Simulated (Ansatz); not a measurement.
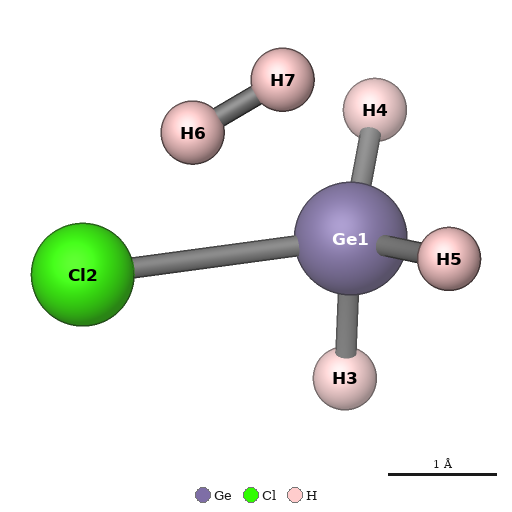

Source: calculation with Ansatz.

Orthographic view. Depth is shown by fading: the farther an atom, the more it takes the colour of the background. Geometry: start.

List all interatomic distances (Å) as a matrix.

```tsv
atom	Ge1	Cl2	H3	H4	H5	H6	H7
Ge1	0.00						
Cl2	2.59	0.00					
H3	1.55	2.99	0.00				
H4	1.53	3.47	2.52	0.00			
H5	1.53	3.48	2.52	2.63	0.00		
H6	2.10	1.76	3.33	2.66	2.67	0.00	
H7	2.00	2.67	3.49	2.28	2.28	0.97	0.00
```
